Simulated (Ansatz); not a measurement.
**C2H6N (doublet): density, localisation and related maps**

Input

```
crystal:
  periodic: [false, false, false]
  atoms:
    - { symbol: C, position_ang: [-0.5259, 0.6053, -0.557] }
    - { symbol: C, position_ang: [0.3984, -0.3419, 0.0479] }
    - { symbol: "N", position_ang: [0.0088, -0.6126, 1.4174] }
    - { symbol: H, position_ang: [-1.5232, 0.2685, -0.5625] }
    - { symbol: H, position_ang: [-0.2981, 0.8477, -1.6265] }
    - { symbol: H, position_ang: [-0.574, 1.6171, -0.0261] }
    - { symbol: H, position_ang: [1.4418, 0.0769, -0.0136] }
    - { symbol: H, position_ang: [0.4379, -1.2416, -0.5543] }
    - { symbol: H, position_ang: [-0.02451, 0.30386, 1.95522] }
magnetization:
  spin_polarized: true
  initial_magnetization: 1
basis:
  gaussian: { orbitals: def2-SVP }
hamiltonian:
  xc: r2scanh
relax:
  f_tol: 0.015
  max_steps: 40
output:
  orbitals: {}
```

Command:

```sh
ansatz run input.yaml --threads 2 --pin off --max-ram 3072MiB --backend cpu --events-out ev --progress --plain --runs-dir out
```

The fields are those of the run's last geometry, not of the input's.

Level of theory: UKS r2SCANh/def2-SVP (Ansatz 0.2.0).

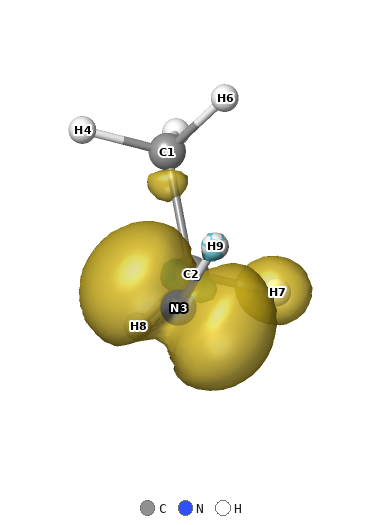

Figure 1. Isosurfaces of the spin density (α minus β) at +0.05 (yellow) and −0.05 e/Å³ (cyan), seen at an oblique angle.

Describe the spin distribution.

The unpaired spin (1 electron) lies mostly on N3 (about 0.8), in electrons by Hirshfeld's partition.

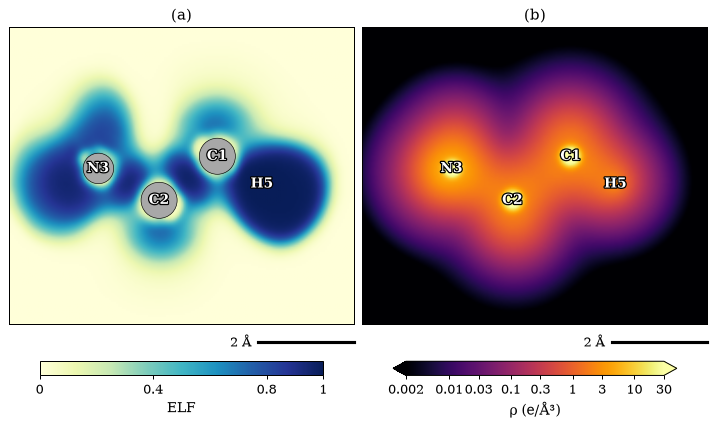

Figure 2. (a) ELF; (b) electron density on the plane of atoms C2, C1 and H5. Grey discs cover the atomic cores in the ELF map.

Describe what can be read from this map.

The plane passes through C, N and H nuclei.
C–N (1.43 Å): ρ is about 2 e/Å³ halfway; the ELF peaks at about 0.95 between the atoms (localised, covalent bonding).
C–C (1.53 Å): the density is about 1.6 e/Å³ at the midpoint; the ELF peaks at about 0.95 between the atoms (localised, covalent bonding).
C–H (1.10 Å): ρ at the midpoint is about 1.9 e/Å³; the ELF climbs to about 1 towards the hydrogen, as it does in any bond to H (a covalent bond by its length).
The ELF also peaks beside N3, away from the bonds: non-bonding electrons, paired or unpaired.

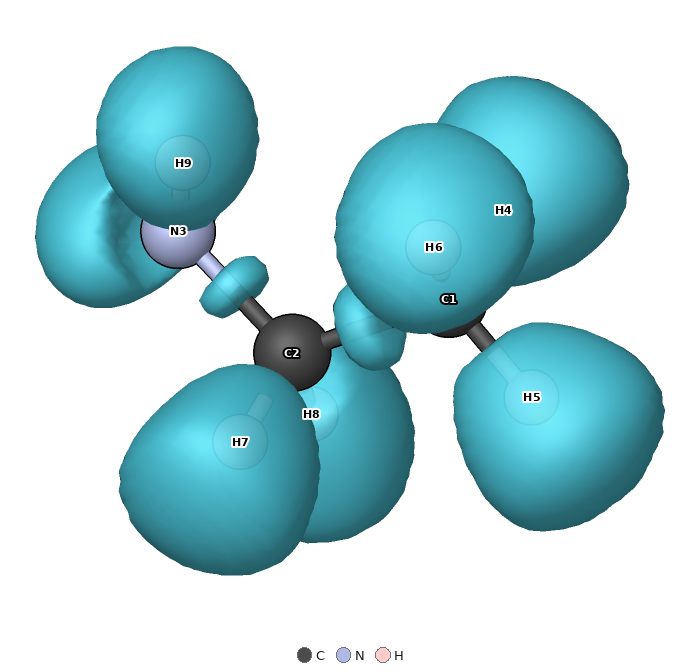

Figure 3. Isosurface of the ELF at 0.85 (cyan), seen at a tilt. Only the valence region is drawn (cores and ρ < 0.01 e/Å³ removed).

Identify the bonds, lone pairs and shells in this picture.

The surface consists of one region between bonded C–C atoms (shared pairs), one region between bonded C–N atoms (shared pairs), six regions around hydrogen nuclei and one lobe on N, pointing away from the bonds (non-bonding electrons).

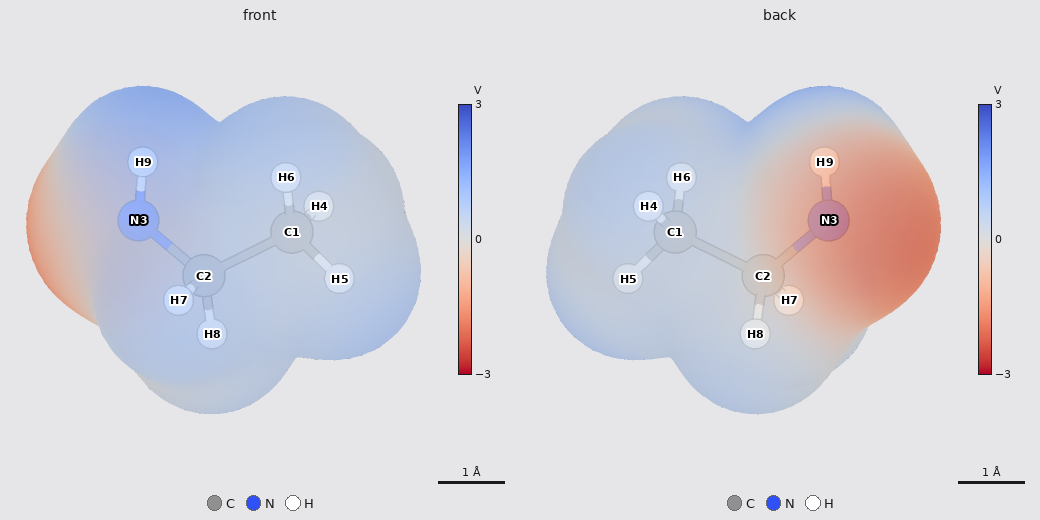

Figure 4. The electrostatic potential painted on the density surface at 0.002 e/bohr³, seen from the front and from behind; red is negative and blue positive.

Which sites attract a positive test charge, and which a negative one?

A positive charge is drawn to the negative regions and a negative charge to the positive ones. The most negative region (about −2.0 V) lies over N3, the most positive (about +1.3 V) over H9. N3 is the likeliest acceptor of a hydrogen bond.
